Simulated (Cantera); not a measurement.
Charge: 1 mol B2H6, 5.2 mol H2, 17 mol N2, at 1.58 Torr.

Equilibrium computed with Cantera from the NASA thermochemical tables; the gas is ideal and each condensed phase is pure. Candidate condensed phases: B, BN; 15 gas species. The feed counts by its element totals alone. N2 is the only nitrogen source here; it is nearly inert below about 1500 K, so the nitride shown seldom forms there in practice. The tables' values for BH2 are old estimates; treat these amounts as uncertain. Equilibrium is a limit: real reactors are often held back by kinetics, nucleation or transport.

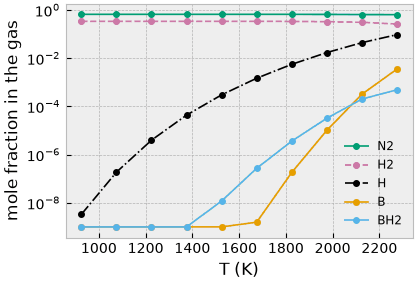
Figure: Equilibrium gas composition (values under 1e-9 drawn at 1e-9)

From 925 K to 2125 K the condensed part is BN(s). At 2275 K the condensed part is B(s).
